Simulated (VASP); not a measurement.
Band structure of Hg₄S₃Se (ordered alloy cell). All values below come from PBE GGA, VASP's PBE PAW potentials (set 64) (plane waves; VASP 6.6.1).

Unless said otherwise, spin-orbit coupling is left out, though it shifts the bands of the heavy elements here.

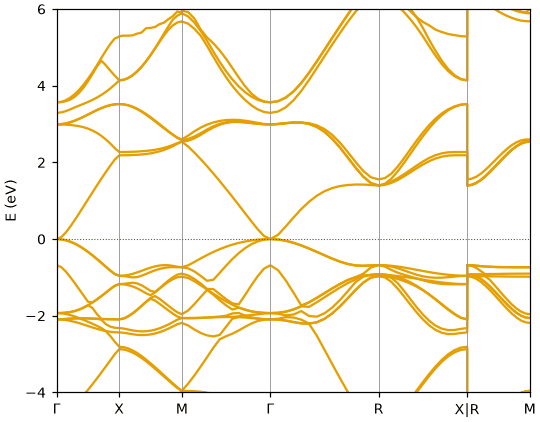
Fig. 1. Bands along high-symmetry lines, zero at the valence-band maximum or, without a gap, the Fermi level

**Question.** Read the plot: is there a gap, and where are the band edges?

**Answer.** It has no gap at this level: it comes out as a metal or semimetal. (Edges off the drawn lines would not show.)

The structure was generated: Hg4S3Se was put into an ordered model structure (P-43m), which need not be its known phase. It was relaxed first, which changed the volume by +8 %.
